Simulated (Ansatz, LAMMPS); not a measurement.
## Squeezing and shearing amorphous 28Y2O3-72Al2O3 (mol %) (90 atoms)

Aim: relax amorphous 28Y2O3-72Al2O3 (mol %) (90 atoms), then change its volume and shape to read moduli from the stress.

Program: Ansatz 0.2.0. Level of theory: Kohn-Sham DFT, r2SCAN, PAW (set soft_2), plane waves. Results are calculated unless marked as measured.

### Step 1. Set-up

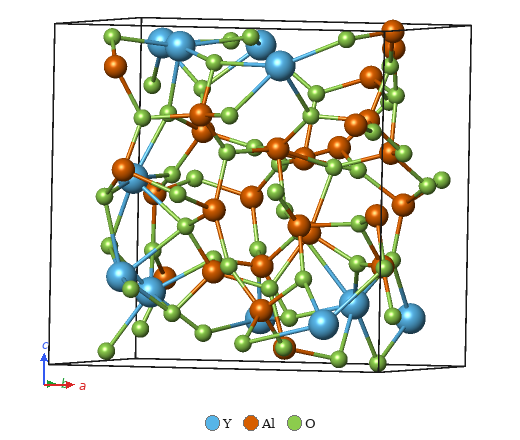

The starting structure, seen slightly off an axis (yttrium blue, aluminium orange, oxygen green). Some periodic images of atoms are drawn too.

The cell holds 90 atoms: 10 Y, 26 Al and 54 O. Its edges and angles: a = 10.295 Å, b = 10.295 Å, c = 10.295 Å, α = 90.0°, β = 90.0°, γ = 90.0°. 90 atoms (10 Er, 26 Al, 54 O) placed at random at 4.86 g/cm³, melted at 5000 K for 10 ps at fixed volume with the Morse and Coulomb pair potential with partial charges (Pedone, Malavasi, Menziani, Cormack and Segre, J. Phys. Chem. B 110, 11780 (2006)). Quenched from 5000 K to 300 K at 20 K/ps and fixed volume, held 10 ps at zero pressure, then minimised at fixed cell. Then Er was replaced by Y and the cell scaled by 1.009 (the potential has no terms for the new elements, so the cell is a start for a DFT relaxation).

Coordinates:

```
Y Al O
1.0
    10.29549    0.00000    0.00000
     0.00000   10.29549    0.00000
     0.00000    0.00000   10.29549
Y Al O
10 26 54
Direct
  0.13798 0.41300 0.54164
  0.15130 0.24646 0.25677
  0.11825 0.79796 0.93170
  0.73862 0.70107 0.18188
  0.43655 0.72244 0.93384
  0.28188 0.37877 0.93327
  0.64368 0.15895 0.88786
  0.39030 0.94613 0.12613
  0.14437 0.61051 0.20472
  0.83127 0.99932 0.13627
  0.86524 0.34644 0.72862
  0.75074 0.80377 0.84530
  0.16723 0.07314 0.87622
  0.30101 0.59048 0.68055
  0.69660 0.21077 0.41865
  0.91038 0.02874 0.72260
  0.61720 0.95888 0.63366
  0.95525 0.26676 0.99456
  0.40461 0.16416 0.73869
  0.59292 0.46091 0.05382
  0.43152 0.23368 0.45878
  0.88174 0.56005 0.93741
  0.36626 0.91488 0.48271
  0.64926 0.51179 0.39152
  0.10019 0.94432 0.23898
  0.95100 0.13472 0.45570
  0.19635 0.07470 0.57437
  0.90406 0.39368 0.30092
  0.59343 0.18242 0.16904
  0.37959 0.43914 0.27296
  0.45382 0.71347 0.28627
  0.86422 0.61415 0.62904
  0.11283 0.76078 0.49080
  0.57394 0.41348 0.63830
  0.84145 0.85658 0.47192
  0.57898 0.69954 0.60459
  0.70600 0.56110 0.58472
  0.31528 0.35040 0.40637
  0.23168 0.05122 0.22531
  0.42558 0.22992 0.89091
  0.04440 0.96814 0.80312
  0.26694 0.69767 0.80346
  0.63304 0.30073 0.05873
  0.46924 0.83736 0.58396
  0.28103 0.96782 0.93883
  0.71146 0.82130 0.57198
  0.58002 0.66408 0.39087
  0.45442 0.28432 0.62762
  0.11849 0.21532 0.95987
  0.19796 0.63033 0.55056
  0.86096 0.27632 0.42783
  0.19429 0.90828 0.53410
  0.86244 0.67002 0.79666
  0.95740 0.31635 0.15769
  0.91438 0.39814 0.88905
  0.03371 0.92319 0.08874
  0.10079 0.79432 0.32246
  0.92064 0.99372 0.54471
  0.79424 0.51919 0.30448
  0.46049 0.50976 0.96229
  0.33626 0.59863 0.30658
  0.91975 0.19355 0.69971
  0.26655 0.39923 0.14908
  0.94257 0.46384 0.63230
  0.57626 0.04413 0.07407
  0.81086 0.85534 0.30935
  0.01216 0.61686 0.02843
  0.53045 0.74909 0.13503
  0.65629 0.08567 0.51909
  0.69287 0.33845 0.73934
  0.54170 0.47176 0.22724
  0.61225 0.35962 0.45905
  0.48673 0.20540 0.29583
  0.10939 0.19257 0.49187
  0.23345 0.44062 0.73429
  0.76464 0.96176 0.77069
  0.73440 0.55160 0.02232
  0.78122 0.82501 0.00705
  0.46594 0.55857 0.63714
  0.27080 0.74586 0.08521
  0.23725 0.12706 0.72621
  0.94728 0.72852 0.53265
  0.60188 0.74225 0.79494
  0.05888 0.45283 0.34121
  0.36002 0.08457 0.50577
  0.52261 0.04588 0.74134
  0.84784 0.14239 0.97075
  0.72829 0.14974 0.26430
  0.99407 0.06811 0.30399
  0.40075 0.86564 0.33118
```

What the set-up can't give: The quench rate of 20 K/ps is orders of magnitude faster than experiment, which tends to freeze in extra defects. The network of bonds at the start is that of the classical potential that made the cell, and needn't be the one that DFT or experiment would give. Sampling is at Γ alone.

### Step 2. Single point at the start

A single point comes first, to see the forces before anything moves.

Input file input.yaml:

```yaml
crystal:
  lattice:
    - [10.29549, 0.0, 0.0]
    - [0.0, 10.29549, 0.0]
    - [0.0, 0.0, 10.29549]
  atoms:
    - { symbol: "Y", position: [0.13798, 0.413, 0.54164] }
    - { symbol: "Y", position: [0.1513, 0.24646, 0.25677] }
    - { symbol: "Y", position: [0.11825, 0.79796, 0.9317] }
    - { symbol: "Y", position: [0.73862, 0.70107, 0.18188] }
    - { symbol: "Y", position: [0.43655, 0.72244, 0.93384] }
    - { symbol: "Y", position: [0.28188, 0.37877, 0.93327] }
    - { symbol: "Y", position: [0.64368, 0.15895, 0.88786] }
    - { symbol: "Y", position: [0.3903, 0.94613, 0.12613] }
    - { symbol: "Y", position: [0.14437, 0.61051, 0.20472] }
    - { symbol: "Y", position: [0.83127, 0.99932, 0.13627] }
    - { symbol: Al, position: [0.86524, 0.34644, 0.72862] }
    - { symbol: Al, position: [0.75074, 0.80377, 0.8453] }
    - { symbol: Al, position: [0.16723, 0.07314, 0.87622] }
    - { symbol: Al, position: [0.30101, 0.59048, 0.68055] }
    - { symbol: Al, position: [0.6966, 0.21077, 0.41865] }
    - { symbol: Al, position: [0.91038, 0.02874, 0.7226] }
    - { symbol: Al, position: [0.6172, 0.95888, 0.63366] }
    - { symbol: Al, position: [0.95525, 0.26676, 0.99456] }
    - { symbol: Al, position: [0.40461, 0.16416, 0.73869] }
    - { symbol: Al, position: [0.59292, 0.46091, 0.05382] }
    - { symbol: Al, position: [0.43152, 0.23368, 0.45878] }
    - { symbol: Al, position: [0.88174, 0.56005, 0.93741] }
    - { symbol: Al, position: [0.36626, 0.91488, 0.48271] }
    - { symbol: Al, position: [0.64926, 0.51179, 0.39152] }
    - { symbol: Al, position: [0.10019, 0.94432, 0.23898] }
    - { symbol: Al, position: [0.951, 0.13472, 0.4557] }
    - { symbol: Al, position: [0.19635, 0.0747, 0.57437] }
    - { symbol: Al, position: [0.90406, 0.39368, 0.30092] }
    - { symbol: Al, position: [0.59343, 0.18242, 0.16904] }
    - { symbol: Al, position: [0.37959, 0.43914, 0.27296] }
    - { symbol: Al, position: [0.45382, 0.71347, 0.28627] }
    - { symbol: Al, position: [0.86422, 0.61415, 0.62904] }
    - { symbol: Al, position: [0.11283, 0.76078, 0.4908] }
    - { symbol: Al, position: [0.57394, 0.41348, 0.6383] }
    - { symbol: Al, position: [0.84145, 0.85658, 0.47192] }
    - { symbol: Al, position: [0.57898, 0.69954, 0.60459] }
    - { symbol: O, position: [0.706, 0.5611, 0.58472] }
    - { symbol: O, position: [0.31528, 0.3504, 0.40637] }
    - { symbol: O, position: [0.23168, 0.05122, 0.22531] }
    - { symbol: O, position: [0.42558, 0.22992, 0.89091] }
    - { symbol: O, position: [0.0444, 0.96814, 0.80312] }
    - { symbol: O, position: [0.26694, 0.69767, 0.80346] }
    - { symbol: O, position: [0.63304, 0.30073, 0.05873] }
    - { symbol: O, position: [0.46924, 0.83736, 0.58396] }
    - { symbol: O, position: [0.28103, 0.96782, 0.93883] }
    - { symbol: O, position: [0.71146, 0.8213, 0.57198] }
    - { symbol: O, position: [0.58002, 0.66408, 0.39087] }
    - { symbol: O, position: [0.45442, 0.28432, 0.62762] }
    - { symbol: O, position: [0.11849, 0.21532, 0.95987] }
    - { symbol: O, position: [0.19796, 0.63033, 0.55056] }
    - { symbol: O, position: [0.86096, 0.27632, 0.42783] }
    - { symbol: O, position: [0.19429, 0.90828, 0.5341] }
    - { symbol: O, position: [0.86244, 0.67002, 0.79666] }
    - { symbol: O, position: [0.9574, 0.31635, 0.15769] }
    - { symbol: O, position: [0.91438, 0.39814, 0.88905] }
    - { symbol: O, position: [0.03371, 0.92319, 0.08874] }
    - { symbol: O, position: [0.10079, 0.79432, 0.32246] }
    - { symbol: O, position: [0.92064, 0.99372, 0.54471] }
    - { symbol: O, position: [0.79424, 0.51919, 0.30448] }
    - { symbol: O, position: [0.46049, 0.50976, 0.96229] }
    - { symbol: O, position: [0.33626, 0.59863, 0.30658] }
    - { symbol: O, position: [0.91975, 0.19355, 0.69971] }
    - { symbol: O, position: [0.26655, 0.39923, 0.14908] }
    - { symbol: O, position: [0.94257, 0.46384, 0.6323] }
    - { symbol: O, position: [0.57626, 0.04413, 0.07407] }
    - { symbol: O, position: [0.81086, 0.85534, 0.30935] }
    - { symbol: O, position: [0.01216, 0.61686, 0.02843] }
    - { symbol: O, position: [0.53045, 0.74909, 0.13503] }
    - { symbol: O, position: [0.65629, 0.08567, 0.51909] }
    - { symbol: O, position: [0.69287, 0.33845, 0.73934] }
    - { symbol: O, position: [0.5417, 0.47176, 0.22724] }
    - { symbol: O, position: [0.61225, 0.35962, 0.45905] }
    - { symbol: O, position: [0.48673, 0.2054, 0.29583] }
    - { symbol: O, position: [0.10939, 0.19257, 0.49187] }
    - { symbol: O, position: [0.23345, 0.44062, 0.73429] }
    - { symbol: O, position: [0.76464, 0.96176, 0.77069] }
    - { symbol: O, position: [0.7344, 0.5516, 0.02232] }
    - { symbol: O, position: [0.78122, 0.82501, 0.00705] }
    - { symbol: O, position: [0.46594, 0.55857, 0.63714] }
    - { symbol: O, position: [0.2708, 0.74586, 0.08521] }
    - { symbol: O, position: [0.23725, 0.12706, 0.72621] }
    - { symbol: O, position: [0.94728, 0.72852, 0.53265] }
    - { symbol: O, position: [0.60188, 0.74225, 0.79494] }
    - { symbol: O, position: [0.05888, 0.45283, 0.34121] }
    - { symbol: O, position: [0.36002, 0.08457, 0.50577] }
    - { symbol: O, position: [0.52261, 0.04588, 0.74134] }
    - { symbol: O, position: [0.84784, 0.14239, 0.97075] }
    - { symbol: O, position: [0.72829, 0.14974, 0.2643] }
    - { symbol: O, position: [0.99407, 0.06811, 0.30399] }
    - { symbol: O, position: [0.40075, 0.86564, 0.33118] }
kpoints:
  mp_grid: { grid: [1, 1, 1] }
hamiltonian:
  xc: r2scan
scf:
  occupations: { method: fixed }
output:
  forces: true
```

Command:

```bash
$ ansatz run input.yaml --threads 4 --pin off --max-ram 8192MiB --backend cpu --events-out ev --progress --plain --runs-dir out
```

Output:

```text
Engine: ansatz 0.2.0, x86_64-unknown-linux-gnu
Pseudopotentials: kind: paw
Pseudopotential: Y, paw, valence charge 11, recommended cutoff 500 eV (meta_gga), Y.paw.azcp
Pseudopotential: Al, paw, valence charge 3, recommended cutoff 500 eV (meta_gga), Al.paw.azcp
Pseudopotential: O, paw, valence charge 6, recommended cutoff 500 eV (meta_gga), O.paw.azcp
[... 6 lines on functional and potentials left out ...]
Crystal: 90 atoms, lattice volume = 1091.292 Å³
Basis set: ecut = 500 eV, 27633 PW (Γ), exchange–correlation on 320×320×320 points (64 copies of the dense FFT grid, shifted against one another)
Bands: 346, of which v1, the nominal top of the filled ones, is band 256 counted from 1 (255 counted from 0)
Symmetry: 1 space group operations
Space group: P1 (ITA 1), of the structure as read, at distance tolerance 1.0e-4 Å
k-points: 1
[... 10 lines on functional and potentials left out ...]
Initial density: superposition of atomic densities (neutral atoms: chi_scale 0, normalization atom), corrected by the library's trained network
Initial wavefunctions: pseudopotential atomic-orbital guess
Functional: x = r2scan, c = r2scan; τ floored in thin density (d = 2e-4 eV/Å³)
SCF iter   1: F=—  HF=-83505.903377 eV  |F-HF|=—  |Δ(HF+E_count)|=         —  Δρ=8.91e-3  dr2=1.01e0  dr2_τ=5.32e0  ethr=1.77e-3  ⟨swp⟩=5.0  Hψ=1060  notcnv=0  defer=87
preconditioner: auto → Resta (q_TF=auto, 2.405 Å⁻¹)  ε∞=3.3  [insulator: Δε(μ)=4.473 eV  Ē_g=16.591 eV  n_scr=250 (ndim 8)  ℏωp=24.9 eV  f_vac=0.032  ε∞_Penn≈3.3]
SCF iter   2: F=—  HF=-83508.695055 eV  |F-HF|=—  |Δ(HF+E_count)|=    2.79e0  Δρ=5.01e-3  dr2=1.61e-1  dr2_τ=2.93e-2  ethr=1.98e-4  ⟨swp⟩=3.0  Hψ=574  notcnv=0  defer=87
SCF iter   3: F=—  HF=-83508.675969 eV  |F-HF|=—  |Δ(HF+E_count)|=   1.91e-2  Δρ=1.88e-3  dr2=2.78e-2  dr2_τ=3.22e-3  ethr=3.14e-5  ⟨swp⟩=2.0  Hψ=426  notcnv=0  defer=76
automatic band count: iteration 3 solves 334 bands in place of 346: the levels show a gap, and the empty bands left out lie too high to hold charge; the band table lists the bands solved (type scf.n_extra_bands for more)
SCF iter   4: F=—  HF=-83508.671972 eV  |F-HF|=—  |Δ(HF+E_count)|=   4.00e-3  Δρ=5.86e-4  dr2=2.94e-3  dr2_τ=6.44e-4  ethr=5.44e-6  ⟨swp⟩=2.0  Hψ=439  notcnv=0  defer=76
SCF iter   5: F=—  HF=-83508.671596 eV  |F-HF|=—  |Δ(HF+E_count)|=   3.77e-4  Δρ=1.66e-4  dr2=2.39e-4  dr2_τ=3.22e-5  ethr=5.74e-7  ⟨swp⟩=2.0  Hψ=476  notcnv=0  defer=76
SCF iter   6: F=—  HF=-83508.671655 eV  |F-HF|=—  |Δ(HF+E_count)|=   5.92e-5  Δρ=8.79e-5  dr2=7.14e-5  dr2_τ=1.05e-5  ethr=4.66e-8  ⟨swp⟩=2.0  Hψ=504  notcnv=0  defer=75
SCF iter   7: F=—  HF=-83508.669465 eV  |F-HF|=—  |Δ(HF+E_count)|=   2.19e-3  Δρ=2.08e-5  dr2=4.02e-6  dr2_τ=4.76e-7  ethr=1.40e-8  ⟨swp⟩=2.0  Hψ=511  notcnv=0  defer=74
SCF iter   8: F=—  HF=-83508.669467 eV  |F-HF|=—  |Δ(HF+E_count)|=   1.13e-6  Δρ=1.06e-5  dr2=1.13e-6  dr2_τ=1.26e-7  ethr=7.86e-10  ⟨swp⟩=2.0  Hψ=465  notcnv=0  defer=74
SCF iter   9: F=—  HF=-83508.669466 eV  |F-HF|=—  |Δ(HF+E_count)|=   9.01e-8  Δρ=3.22e-6  dr2=1.10e-7  dr2_τ=1.09e-8  ethr=2.21e-10  ⟨swp⟩=2.0  Hψ=459  notcnv=0  defer=74
SCF iter  10: F=-83508.669466 eV  HF=-83508.669466 eV  |F-HF|=8.88e-10  |Δ(HF+E_count)|=   3.48e-9  Δρ=1.22e-6  dr2=1.42e-8  dr2_τ=1.97e-9  ethr=1.95e-11  ⟨swp⟩=4.0  Hψ=829  notcnv=0
SCF 1 converged in 10 iterations: F = -83508.669466 eV  dr2 = 1.42e-8
  greatest PAW one-centre occupation: 0.996 electrons in one spin orbital (limit 2), on the Y atom at site 0 (counted from 0), in its partial waves of l = 0
SCF converged after 10 iterations
Free energy (F): -83508.669466 eV
Harris-Foulkes:  -83508.669466 eV  (|F-HF|=8.88e-10)
Internal energy: -83508.669466 eV  (E = F + TS)
E sigma→0 (E₀):  -83508.669466 eV
Fermi energy:    5.847734 eV
--- Per-component energies (eV) ---
  E_band       = -1971.568062
  E_kinetic    = 13398.390177
  E_local      = -28243.391271  (includes V_loc(G=0)·N_el)
  E_nonlocal   = 3297.154400
  E_hartree    = 10264.783542
  E_xc         = -6686.238524
  E_vxc        = -8871.687198  (∫ρ·V_xc dr)
  E_paw        = -49391.330896  (= ΣΔE_a)
  E_vpaw       = -2620.838033  (= ΣTr[D̂ρ^β])
  E_aug_tail   = 0.056565  (compensation charges beyond the density's cutoff)
  E_vtau       = 539.183132  (kinetic-family band-sum trace: ∫τ·v_τ [+ j·A + Jᵃ·Aᵃ] dr)
  E_ewald      = -26143.266306
  E_core_change = -4.827153  (= ΣΔE_core)
  E_smearing   = -0.000000  (= −TS)
  E_closure    = 0.000000  (closes the sum)
  Σ components = -83508.669466   (vs F -83508.669466, Δ=0.00e0)
--- Forces (eV/Å), atoms counted from 1 ---
  atom   1  Y     -0.39227985     0.15213392     0.69085947
  atom   2  Y      0.39187078    -0.93722800    -0.65106028
  atom   3  Y     -0.12801197     0.03924969     0.43818182
  atom   4  Y     -0.57031377     0.12997261    -0.05538891
  atom   5  Y      0.30590499    -1.62735873    -0.59858482
  atom   6  Y      1.12605317    -0.33635817    -0.58543513
  atom   7  Y      0.18831557     0.20163297    -0.01891604
  atom   8  Y     -0.73042804     1.19596194     0.48220912
  atom   9  Y      0.48618280     0.51049951    -0.29099982
  atom  10  Y      0.47204164     0.63336024    -0.01685004
  atom  11  Al    -0.62807830    -0.01052804     0.25461412
  atom  12  Al     0.02256710    -0.22493290    -0.32227561
  atom  13  Al    -0.51594158     0.06630687    -0.23532324
  atom  14  Al    -0.02153510    -0.07806289     0.45253347
[...]
atom  89  O     -0.18667000     0.01243094    -0.41723699
  atom  90  O     -0.22241545     0.04591687    -1.06615314
  max |Σ_I F_I| component: 1.53e-4 eV/Å
```

Run time: 15 s. Hardware: 4 threads of Intel Xeon 6975P-C (Granite Rapids), shared host; peak memory 3 GiB.

The column dr2 measures how far the density is from self-consistency, as an energy; F and HF (Harris–Foulkes) agree once it is small.

The r.m.s. force at the start is 0.46 eV/Å.

[end of part 1 of 4]

[Logs are printed without paths, hosts, clocks, repeated set-up lines and the standing remarks that a program may print on its own settings, such as how far it seeks lower states.]

[Hosts, paths, dates, database ids (printed as entryN), source tags and the programs' standing remarks are cut or masked in the printed files.]
